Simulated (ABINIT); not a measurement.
# CdSe (Cadmoselite): changed settings of a GW run in ABINIT

What do changed inputs do to GW on CdSe (Cadmoselite)?

Program: ABINIT 10.8.3. Level of theory: PBE and many-body steps on it, plane waves. Results are calculated unless marked as measured.

The database entry behind the starting cell differs from later determinations by our own check (inner coordinate of an old entry), so it need not match the best structure at ambient conditions.

### Step 1. The starting structure

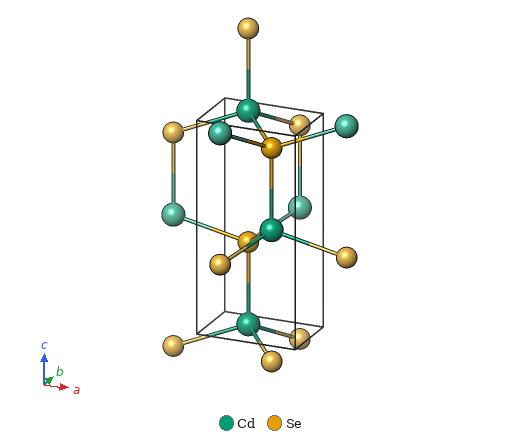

The cell as given, slightly off an axis (cadmium teal, selenium orange). Some periodic images of atoms are drawn too.

As a file:

```cif
data_structure
_symmetry_space_group_name_H-M 'P 1'
_symmetry_Int_Tables_number 1
_cell_length_a 4.3000
_cell_length_b 4.3000
_cell_length_c 7.0200
_cell_angle_alpha 90.000
_cell_angle_beta 90.000
_cell_angle_gamma 120.000
_cell_volume 112.41
loop_
_atom_site_label
_atom_site_type_symbol
_atom_site_fract_x
_atom_site_fract_y
_atom_site_fract_z
_atom_site_occupancy
Cd1 Cd 0.33333 0.66667 0.00000 1
Cd2 Cd 0.66667 0.33333 0.50000 1
Se3 Se 0.33333 0.66667 0.38500 1
Se4 Se 0.66667 0.33333 0.88500 1
```

The cell and positions come from the Crystallography Open Database and are kept as given unless a step says otherwise.

### Step 2. Screening, 3×3×2 mesh, 120 bands, screening to 122.5 eV

This step: ABINIT 10.8.3; RPA screening on PBE, plane waves, norm-conserving pseudopotentials.

The RPA dielectric matrix is built and inverted for each q.

The input, run.abi:

```
acell 3*1.0 Angstrom
rprim 
  4.300000000016 -0.000000000004 0.000000000000
  -2.150000000005 3.723909236288 0.000000000000
  0.000000000000 0.000000000000 7.020000000000
ntypat 2
znucl 48 34
natom 4
typat 1 1 2 2
xred 
  0.333333333333 0.666666666667 0.000000000000
  0.666666666667 0.333333333333 0.500000000000
  0.333333333333 0.666666666667 0.385000000000
  0.666666666667 0.333333333333 0.885000000000
pp_dirpath "pseudos"
pseudos "Cd.upf, Se.upf"
ecut 47
ngkpt 3 3 2
nshiftk 1
shiftk 0 0 0
kptopt 1
chksymbreak 0
istwfk *1
occopt 1
irdwfk 1
optdriver 3
nband 120
ecuteps 4.5
inclvkb 2
awtr 1
symchi 1
indata_prefix "in"
outdata_prefix "out"
tmpdata_prefix "tmp"
```

Run with:

```
OMP_NUM_THREADS=1 mpirun -n 4 abinit run.abi > log
```

The log of the run:

```text
.Version 10.8.3 of ABINIT. v10.8.2 released Aug 2026.

 Symmetries : space group P6_3 m c (#186); Bravais hP (primitive hexag.)
[... echo of the input left out ...]
== DATASET  1 ==================================================================
-   mpi_nproc: 4, omp_nthreads: 1 (-1 if OMP is not activated)

--- !DatasetInfo
iteration_state: {dtset: 1, }
dimensions: {natom: 4, nkpt: 6, mband: 120, nsppol: 1, nspinor: 1, nspden: 1, mpw: 11752, }
cutoff_energies: {ecut:  47.0, pawecutdg:  -1.0, }
electrons: {nelect:   7.20000000E+01, charge:   0.00000000E+00, occopt:   1.00000000E+00, tsmear:   1.00000000E-02, }

 SCREENING: Calculation of the susceptibility and dielectric matrices

 Based on a program developped by R.W. Godby, V. Olevano, G. Onida, and L. Reining.
 Incorporated in ABINIT by V. Olevano, G.-M. Rignanese, and M. Torrent.
.Using double precision arithmetic ; gwpc =  8

[... cell and pseudopotentials left out ...]
--------------------------------------------------------------------------------

 ==== K-mesh for the wavefunctions ====
 Number of points in the irreducible wedge :     6
[... list of points left out ...]
 Together with 12 symmetry operations and time-reversal symmetry
 yields    18 points in the full Brillouin Zone.

 ==== Q-mesh for the screening function ====
 Number of points in the irreducible wedge :     6
[... list of points left out ...]
 Together with 12 symmetry operations and time-reversal symmetry
 yields    18 points in the full Brillouin Zone.

 setmesh: FFT mesh size selected  =    30x   30x   54
          total number of points  =        48600

 vcoul_init : cutoff-mode = AUXILIARY_FUNCTION
 q-points for optical limit:   1
     1)      0.000010    0.000020    0.000030

- screening: taking advantage of time-reversal symmetry
- Maximum band index for partially occupied states nbvw = 36
- Remaining bands to be divided among processors   nbcw = 84
- Number of bands treated by each node ~21

 Number of electrons calculated from density =   72.0000; Expected =   72.0000
 average of density, n =  0.094914
 r_s =    1.3600
 omega_plasma =   29.7181 [eV]

 calculating chi0 at frequencies [eV] :
  1    0.000000E+00    0.000000E+00
  2    0.000000E+00    2.971811E+01

--------------------------------------------------------------------------------
  q-point number  1        q = ( 0.000000, 0.000000, 0.000000) [r.l.u.]
--------------------------------------------------------------------------------
[... chi0 elements left out ...]
 For q-point:  0.000010 0.000020 0.000030
  dielectric constant =  49.3051
  dielectric constant without local fields =  51.8843

  Average fulfillment of the sum rule on Im[epsilon] for q-point    1 :     38.76  [%]
[... wings left out ...]
  q-point number  2        q = ( 0.333333, 0.000000, 0.000000) [r.l.u.]
--------------------------------------------------------------------------------
[... chi0 elements left out ...]
  Average fulfillment of the sum rule on Im[epsilon] for q-point    2 :     42.88  [%]

 [... 4 further q-points ...]
```

It took 71 s on 4 MPI ranks of Arm Neoverse V1, shared host; peak memory 1.8 GiB.

Numbers from this step:

- ε∞ with local fields, on this mesh, along the program's q direction: 49.31
- the same without local fields: 51.88
- plasma frequency: 29.72 eV
- plane waves in the screening matrix: 337

Local fields lower ε∞ by 5 %. On a Γ-centred mesh this coarse the value itself is usually too large, while a short band sum pulls it down.

### Step 3. Base

The self-energy is evaluated for the states that the input lists, and the levels follow from it, in one-shot runs by the linearised quasiparticle equation.

This step: G0W0 on PBE, plane waves, norm-conserving pseudopotentials.

run.abi, as its differences from that of step 2:

```diff
@@ -25,8 +25,15 @@
 irdwfk 1
-optdriver 3
+optdriver 4
 nband 120
+gwcalctyp 0
+ecutsigx 47
+symsigma 1
+nkptgw 1
+kptgw 
+  0.0000000000 0.0000000000 0.0000000000
+bdgw 
+  35 38
 ecuteps 4.5
-inclvkb 2
-awtr 1
-symchi 1
+irdscr 1
+ppmodel 1
 indata_prefix "in"
```

The log of the run:

```text
.Version 10.8.3 of ABINIT. v10.8.2 released Aug 2026.

 Symmetries : space group P6_3 m c (#186); Bravais hP (primitive hexag.)
[... echo of the input left out ...]
== DATASET  1 ==================================================================
-   mpi_nproc: 4, omp_nthreads: 1 (-1 if OMP is not activated)

--- !DatasetInfo
iteration_state: {dtset: 1, }
dimensions: {natom: 4, nkpt: 6, mband: 120, nsppol: 1, nspinor: 1, nspden: 1, mpw: 11752, }
cutoff_energies: {ecut:  47.0, pawecutdg:  -1.0, }
electrons: {nelect:   7.20000000E+01, charge:   0.00000000E+00, occopt:   1.00000000E+00, tsmear:   1.00000000E-02, }

 SIGMA: Calculation of the GW corrections

 Based on a program developped by R.W. Godby, V. Olevano, G. Onida, and L. Reining.
 Incorporated in ABINIT by V. Olevano, G.-M. Rignanese, and M. Torrent.
.Using double precision arithmetic ; gwpc =  8

[... cell and pseudopotentials left out ...]
--------------------------------------------------------------------------------

 ==== K-mesh for the wavefunctions ====
 Number of points in the irreducible wedge :     6
[... list of points left out ...]
 Together with 12 symmetry operations and time-reversal symmetry
 yields    18 points in the full Brillouin Zone.

 ==== Q-mesh for screening function ====
 Number of points in the irreducible wedge :     6
[... list of points left out ...]
 Together with 12 symmetry operations and time-reversal symmetry
 yields    18 points in the full Brillouin Zone.

 vcoul_init : cutoff-mode = AUXILIARY_FUNCTION
 q-points for optical limit:   1
     1)      0.000010    0.000020    0.000030
 setmesh: FFT mesh size selected  =    45x   45x   90
          total number of points  =       182250

 Number of electrons calculated from density =   72.0000; Expected =   72.0000
 average of density, n =  0.094914
 r_s =    1.3600
 omega_plasma =   29.7181 [eV]

 === KS Band Gaps ===
  >>>> For spin  1
   Minimum direct gap =   0.7010 [eV], located at k-point      :   0.0000  0.0000  0.0000
   Fundamental gap    =   0.7010 [eV], Top of valence bands at :   0.0000  0.0000  0.0000
                                       Bottom of conduction at :   0.0000  0.0000  0.0000
 SIGMA fundamental parameters:
 PLASMON POLE MODEL  1
 number of plane-waves for SigmaX                11621
 number of plane-waves for SigmaC and W            337
 number of plane-waves for wavefunctions         11621
 number of bands                                   120
 number of independent spin polarizations            1
 number of spinorial components                      1
 number of k-points in IBZ                           6
 number of q-points in IBZ                           6
 number of symmetry operations                      12
 number of k-points in BZ                           18
 number of q-points in BZ                           18
 number of frequencies for dSigma/dE                 9
 frequency step for dSigma/dE [eV]                0.25
 number of omega for Sigma on real axis              0
 max omega for Sigma on real axis  [eV]           0.00
 zcut for avoiding poles [eV]                     0.10

 EPSILON^-1 parameters (SCR file):
 dimension of the eps^-1 matrix on file            337
 dimension of the eps^-1 matrix used               337
 number of plane-waves for wavefunctions         11621
 number of bands                                   120
 number of q-points in IBZ                           6
 number of frequencies                               2
 number of real frequencies                          1
 number of imag frequencies                          1

 matrix elements of self-energy operator (all in [eV])

 Perturbative Calculation

--- !SelfEnergy_ee
iteration_state: {dtset: 1, }
kpoint     : [   0.000,    0.000,    0.000, ]
spin       : 1
KS_gap     :    0.701
QP_gap     :    1.788
Delta_QP_KS:    1.087
data: !SigmaeeData |
     Band     E0 <VxcDFT>   SigX SigC(E0)      Z dSigC/dE  Sig(E)    E-E0       E
       35   3.993 -15.575 -19.205   2.663   0.793  -0.261 -16.342  -0.767   3.226
       36   3.993 -15.575 -19.205   2.663   0.793  -0.261 -16.342  -0.767   3.226
       37   4.694 -11.685  -8.087  -3.204   0.815  -0.227 -11.364   0.321   5.014
       38   6.115 -11.359  -7.242  -3.507   0.816  -0.225 -10.861   0.498   6.613

== END DATASET(S) ==============================================================
================================================================================

 -outvars: echo values of variables after computation  --------
           etotal      0.0000000000E+00
            nband         120
             nkpt           6
          spgroup         186
 [... the other variables as echoed above ...]

 Calculation completed.
```

Run time: 8.7 s. Hardware: 4 MPI ranks; peak memory 1.6 GiB.

Numbers from this step:

- G0W0 gap on the points computed: 1.788 eV
- starting gap on the mesh: 0.7010 eV
- k of the valence top: 0, 0, 0
- k of the conduction bottom: 0, 0, 0
- Z at the valence top: 0.793
- Z at the conduction bottom: 0.815
- least direct G0W0 gap on the computed points: 1.788 eV

The gap on the mesh goes from 0.70 eV to 1.79 eV, a correction of +1.09 eV.

### Step 4. Coulomb singularity

run.abi, as its differences from that of step 3:

```diff
@@ -38,2 +38,3 @@
 ppmodel 1
+gw_icutcoul 0
 indata_prefix "in"
```

The log of the run:

```text
.Version 10.8.3 of ABINIT. v10.8.2 released Aug 2026.

 Symmetries : space group P6_3 m c (#186); Bravais hP (primitive hexag.)
[... echo of the input left out ...]
== DATASET  1 ==================================================================
-   mpi_nproc: 4, omp_nthreads: 1 (-1 if OMP is not activated)

--- !DatasetInfo
iteration_state: {dtset: 1, }
dimensions: {natom: 4, nkpt: 6, mband: 120, nsppol: 1, nspinor: 1, nspden: 1, mpw: 11752, }
cutoff_energies: {ecut:  47.0, pawecutdg:  -1.0, }
electrons: {nelect:   7.20000000E+01, charge:   0.00000000E+00, occopt:   1.00000000E+00, tsmear:   1.00000000E-02, }

 SIGMA: Calculation of the GW corrections

 Based on a program developped by R.W. Godby, V. Olevano, G. Onida, and L. Reining.
 Incorporated in ABINIT by V. Olevano, G.-M. Rignanese, and M. Torrent.
.Using double precision arithmetic ; gwpc =  8

[... cell and pseudopotentials left out ...]
--------------------------------------------------------------------------------

 ==== K-mesh for the wavefunctions ====
 Number of points in the irreducible wedge :     6
[... list of points left out ...]
 Together with 12 symmetry operations and time-reversal symmetry
 yields    18 points in the full Brillouin Zone.

 ==== Q-mesh for screening function ====
 Number of points in the irreducible wedge :     6
[... list of points left out ...]
 Together with 12 symmetry operations and time-reversal symmetry
 yields    18 points in the full Brillouin Zone.

 === Spherical cutoff ===

  Cutoff radius .........    14.8273 [Bohr]
  Volume of the sphere ..   13654.44 [Bohr^3]
 q-points for optical limit:   1
     1)      0.000010    0.000020    0.000030
 setmesh: FFT mesh size selected  =    45x   45x   90
          total number of points  =       182250

[...]
number of k-points in IBZ                           6
 number of q-points in IBZ                           6
 number of symmetry operations                      12
 number of k-points in BZ                           18
 number of q-points in BZ                           18
 number of frequencies for dSigma/dE                 9
 frequency step for dSigma/dE [eV]                0.25
 number of omega for Sigma on real axis              0
 max omega for Sigma on real axis  [eV]           0.00
 zcut for avoiding poles [eV]                     0.10

 EPSILON^-1 parameters (SCR file):
 dimension of the eps^-1 matrix on file            337
 dimension of the eps^-1 matrix used               337
 number of plane-waves for wavefunctions         11621
 number of bands                                   120
 number of q-points in IBZ                           6
 number of frequencies                               2
 number of real frequencies                          1
 number of imag frequencies                          1

 matrix elements of self-energy operator (all in [eV])

 Perturbative Calculation

--- !SelfEnergy_ee
iteration_state: {dtset: 1, }
kpoint     : [   0.000,    0.000,    0.000, ]
spin       : 1
KS_gap     :    0.701
QP_gap     :    1.866
Delta_QP_KS:    1.165
data: !SigmaeeData |
     Band     E0 <VxcDFT>   SigX SigC(E0)      Z dSigC/dE  Sig(E)    E-E0       E
       35   3.993 -15.575 -19.534   2.738   0.794  -0.259 -16.546  -0.971   3.022
       36   3.993 -15.575 -19.534   2.738   0.794  -0.259 -16.546  -0.971   3.022
       37   4.694 -11.685  -8.214  -3.232   0.814  -0.228 -11.491   0.194   4.888
       38   6.115 -11.359  -7.246  -3.611   0.814  -0.228 -10.950   0.409   6.524

== END DATASET(S) ==============================================================
================================================================================

 -outvars: echo values of variables after computation  --------
           etotal      0.0000000000E+00
            nband         120
             nkpt           6
          spgroup         186
 [... the other variables as echoed above ...]

 Calculation completed.
```

Wall time 8.7 s (4 MPI ranks); peak memory 1.6 GiB; 34 s of CPU time.

This step gave:

```
G0W0 gap on the points computed              : 1.866 eV
starting gap on the mesh                     : 0.7010 eV
k of the valence top                         : 0, 0, 0
k of the conduction bottom                   : 0, 0, 0
Z at the valence top                         : 0.794
Z at the conduction bottom                   : 0.814
least direct G0W0 gap on the computed points : 1.866 eV
```

Against G0W0 in ABINIT (3×3×2 mesh, 120 bands, screening to 122.5 eV, Godby-Needs plasmon pole), the gap moves by +0.078 eV.

### Step 5. Side by side

Times are wall times on 4 MPI ranks of Arm Neoverse V1, shared host, good to a factor of about two. A run's time includes the screening step that it read.

```csv
run,mesh,bands,screening cutoff (eV),DFT gap (eV),gap on the mesh (eV),direct (eV),ε∞ used,time
base,3×3×2,120,122.5,0.701,1.788,1.788,49.31,80 s
Coulomb singularity,3×3×2,120,122.5,0.701,1.866,1.866,49.31,80 s
```

### Step 6. Summary of results

```
base                : 1.788 eV
Coulomb singularity : 1.866 eV
known limits        : not at the basis limit; exchange with frozen shells missing; mesh may overstate the screening; no spin-orbit coupling; coarse k mesh
```

What this shows: Coulomb singularity: +0.078 eV against base (keys changed: gw_icutcoul). Bands and cutoff are finite, so the gap is not at the basis limit. The miss can reach some tenths of an eV and take either sign; the mesh is an error of its own. In the G0W0 runs levels were corrected at 1 k point alone, so a gap called «on the mesh» is the least over those, and an edge elsewhere would be missed. The 3×3×2 mesh is coarse for this cell, which bears on the long-range parts of exchange and screening. The norm-conserving file of at least one element keeps a d shell over frozen s and p shells of the same row. Exchange with those shells is missing from the self-energy, an error of 0.3 to 0.9 eV in cases checked, whose sign depends on which edge lies on those atoms. The RPA ε∞ on this mesh reaches over 25; with a narrow direct gap a coarse mesh can overstate it, and the correction is then too small. The many-body steps are scalar-relativistic: spin-orbit coupling is not in them.

[Paths, hosts, dates, memory and timing lines, banners, echoed tables and standing remarks are left out of the program output.]

[Logs are printed without paths, hosts, clocks, repeated set-up lines and the standing remarks that a program may print on its own settings, such as how far it seeks lower states.]

[Runs of the session that timed out or met a known fault of the program may be left out.]

[Hosts, paths, dates, database ids (printed as entryN), source tags and the programs' standing remarks are cut or masked in the printed files.]

[G0W0 gaps are taken among the corrected bands and points alone; a level outside them can change the order at an edge.]

[Where Ansatz stands beside ABINIT at settings called matched, ABINIT's density can come from a denser mesh and the files from another edition; pairs whose starting gaps differed by over 0.03 eV were left out, so agreement reads better than it is.]
